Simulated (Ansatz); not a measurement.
A series of calculations on H₆C₃O₂

### Relaxation

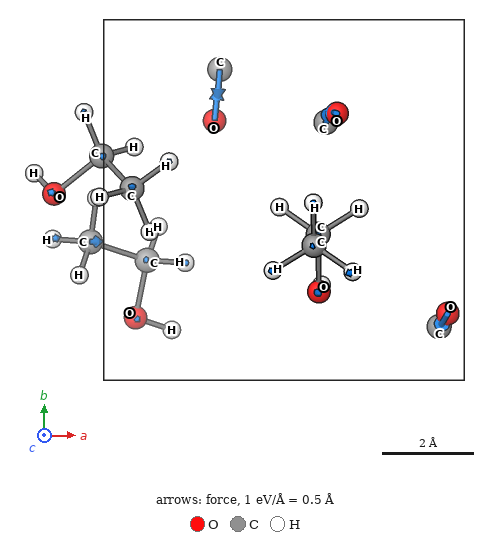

Starting geometry of an amorphous cell of composition H6C3O2 with the computed forces as blue arrows. Style: ball-and-stick. Shown: the cell of the calculation, along the c axis.

The cell holds 3 CO + 3 CH3CH2OH. The run prepares the start of a later molecular dynamics calculation, from a guessed geometry.

Method: DFT PBE-D3(BJ), scalar-relativistic, plane waves, PAW in Ansatz 0.2.0. Settings: plane-wave cutoff 420 eV; k-point mesh 1 × 1 × 1; occupations fermi dirac; smearing width 0.02 eV; no spin polarisation; atoms relaxed in a fixed cell; force threshold 0.3 eV/Å; at most 15 steps.

Is this structure relaxed? If not, where do the atoms go?

It isn't relaxed: the largest force vector, on an O atom, is 1.93 eV/Å. The final displacements have little in common with the starting forces (cosine between the two patterns 0.16). The atom that moves furthest is a C atom (0.99 Å along [−1 3 1]). By element the largest moves are C 0.99 Å, H 0.91 Å, O 0.81 Å. The cell stays as it was. Near-neighbour distances that change, for instance: C–O 1.427 → 1.453 Å, H–O 0.971 → 0.985 Å, C–O 1.150 → 1.137 Å, C–H 1.092 → 1.099 Å. Over 9 accepted moves (11 points after the start) the energy falls by 30.9 meV per atom. Largest force component: 1.8 eV/Å at the start, 0.18 eV/Å at the end. 2 steps only repeated the SCF at the same geometry. The forces were under the threshold at step 6, but the run went on from there. The run took 35 s on 1 thread of Arm Neoverse V2, on a shared host, peak memory 0.52 GiB.

Limits of the set-up: the program's low-accuracy preset was used; the periodic images lie only 8.0 Å apart, so the values are limited by the cell's size.

### Dynamics

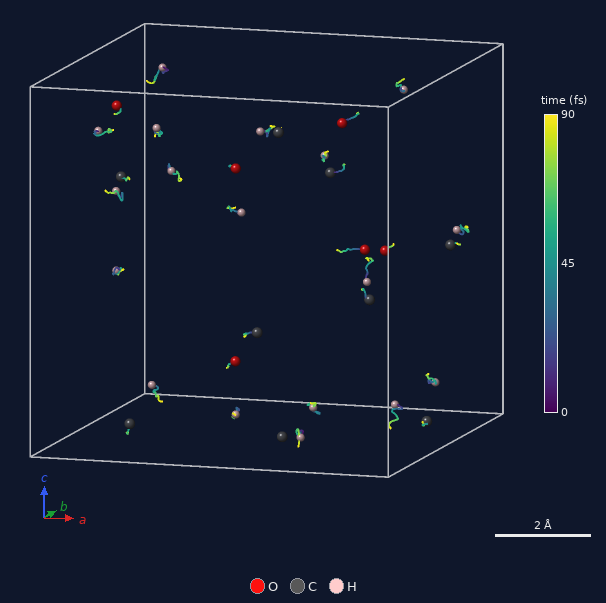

First-principles dynamics of a periodic cell with 3 CO + 3 CH3CH2OH at 0.721 g/cm³, 90 fs long. Lines trace each atom's path, coloured by time; spheres stand at the starting positions. Seen slightly off an axis in the simulation cell.

Computed with Ansatz, DFT PBE-D3(BJ), scalar-relativistic, plane waves, PAW. Run with plane-wave cutoff 420 eV; k-point mesh 1 × 1 × 1; Fermi-Dirac smearing 0.02 eV; low-accuracy preset; Langevin thermostat (NVT); set temperature 250 K; time step 0.5 fs; H given the mass 2.014 u; friction 0.02 per fs.

### Describe the motion.

In the second half of the run the atoms are, in the root-mean-square, this far from where they began (common drift taken out): O 0.31 Å, H 0.29 Å, C 0.22 Å. The heavy atoms stay within a fraction of a molecule's size of their starting places; so short a run doesn't tell a liquid from a solid.

Limits of the set-up: the program's low-accuracy preset was used; masses were changed (H 2.014 u), which shifts the vibrations; the periodic images lie only 8.0 Å apart, so the values are limited by the cell's size.

Cost: 6.7 min on 1 thread of Arm Neoverse V2 (shared host), peak memory 0.54 GiB.

### Dynamics

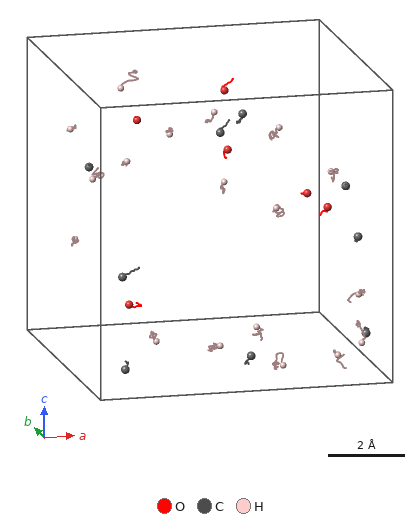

First-principles dynamics of a periodic cell with 3 CO + 3 CH3CH2OH at 0.721 g/cm³, 100 fs long. It starts from the last geometry of an earlier run, with fresh velocities. Lines trace each atom's path, in the colour of its element; spheres stand at the starting positions. Seen slightly off an axis in the simulation cell.

The calculation used DFT PBE-D3(BJ), scalar-relativistic, plane waves, PAW in Ansatz. Settings: plane-wave cutoff 420 eV; k-point mesh 1 × 1 × 1; Fermi-Dirac smearing 0.02 eV; low-accuracy preset; Langevin thermostat (NVT); set temperature 250 K; time step 0.5 fs; H given the mass 2.014 u; friction 0.02 per fs.

### Describe the motion.

Root-mean-square distances from the starting positions over the second half, with the common drift of all atoms taken out: H 0.32 Å, O 0.24 Å, C 0.24 Å. The heavy atoms stay within a fraction of a molecule's size of their starting places; so short a run doesn't tell a liquid from a solid. The self-consistency threshold is loose, so the forces are noisy.

Limits of the set-up: the program's low-accuracy preset was used; masses were changed (H 2.014 u), which shifts the vibrations; the periodic images lie only 8.0 Å apart, so the values are limited by the cell's size.

The run took 4.4 min on 1 thread of Arm Neoverse V2, on a shared host, peak memory 0.51 GiB.
